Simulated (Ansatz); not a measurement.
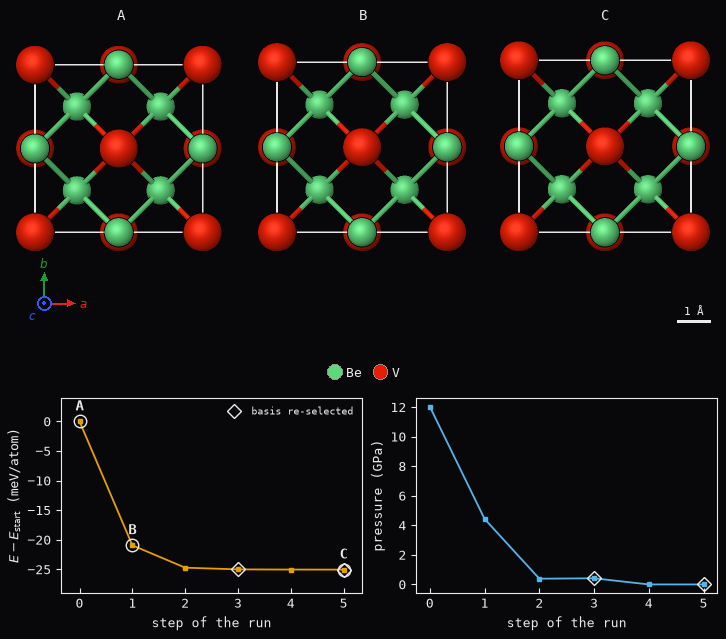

Frames of a relaxation of solid Be3V (a generated structure, set up in Fm-3m) (coarse preliminary run), marked on the history of the run. Style: ball-and-stick. Shown: the conventional cell (4 times the calculation's cell), along the c axis. Lengths and directions refer to the drawn axes.

The calculation used Ansatz 0.2.0, DFT PBE, scalar-relativistic, plane waves, PAW. (plane-wave cutoff 420 eV; k-point mesh 6 × 6 × 6; occupations gaussian; smearing width 0.1 eV; collinear spin; cell and atoms relaxed; force threshold 0.04 eV/Å; at most 70 steps)

What happens along the run?

No atom moves by more than 0.005 Å relative to the cell. Cell: a = b = c 5.193 → 5.329 Å (+2.6 %). Volume +8.1 %. Near-neighbour distances that change, for instance: Be–V 2.248 → 2.308 Å, Be–Be 2.248 → 2.308 Å. The space group stays Fm-3m (No. 225). The energy falls by 25.0 meV per atom in 3 accepted moves (5 points after the start). All forces vanish by symmetry, so only the cell relaxes. Pressure: 12.04 GPa at the start and 0.00 GPa at the end. The SCF was repeated twice at an unchanged geometry on a basis and grid sized afresh for the cell, which shifted the energy by 0.3 meV per atom at most. Cost: 7.1 s on 1 thread of AMD EPYC 7B13 (Zen 3) (shared host), peak memory 0.34 GiB. From step 0 to 1: volume +4.8 %, energy −20.9 meV per atom. From step 1 to 5: volume +3.2 %, energy −4.1 meV per atom.

```tsv
step	E − E(0), meV/atom	pressure, GPa	volume, Å³/atom	note
0	0.00	12.04	8.751	
1	-20.92	4.44	9.167	
2	-24.70	0.39	9.429	
3	-24.99	0.42	9.429	same geometry, new basis
4	-25.02	0.00	9.458	
5	-25.03	0.00	9.458	same geometry, new basis
```
